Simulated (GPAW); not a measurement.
A computed C K-edge spectrum of one site in a crystal of C and Ti, with its zero at a photon energy of about 281.3 eV (raw 288.0 eV, less 6.7 eV of added terms; uncertain by a few eV). Method: GPAW, PBE, excited-electron core hole (neutral cell) in a small cell, dipole transitions, broadening that rises with energy.

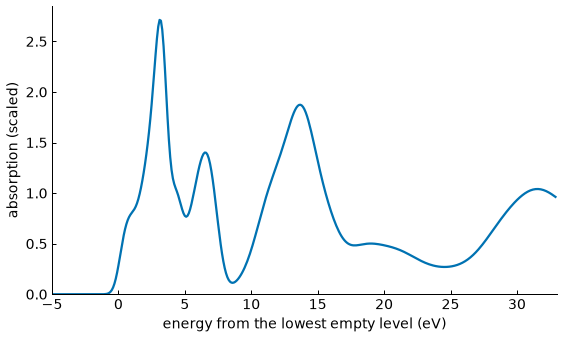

Energy from the lowest empty level; intensity scaled to a mean of 1 over the first 20 eV.

The database entry behind the starting cell differs from later determinations by our own check (0.1 to 0.3 % short, probably kX units), so it need not match the best structure at ambient conditions.

Which coordination does this site have?

A K edge sees empty p states; the first features are C p mixed into the empty d states of the Ti neighbours, and the broad ones above probably into the cations' higher empty bands. It is atom 2 of TiC (Fm-3m), with 6 Ti at 2.16 Å (octahedral, site symmetry m-3m). Its main maxima below 24 eV lie at 3.1 eV (2.71), 6.5 eV (1.40) and 13.7 eV (1.87). A near-edge spectrum doesn't fix the structure by itself; it is matched against candidates. The holes are only 6.1 Å apart, so the shape is probably not converged with cell size; no larger cell was run here. The structure is a published determination, not relaxed.

[Hosts, paths, dates, database ids (printed as entryN), source tags and the programs' standing remarks are cut or masked in the printed files.]

[Lists of maxima count a maximum above −3 eV only where it reaches 4 % of the highest in the window and stands out from its surroundings by 2 % of it (1.5 % where it reaches 55 %); shoulders and weaker maxima are passed over, and of the rest the first, up to two pre-edge ones and the few strongest are named.]
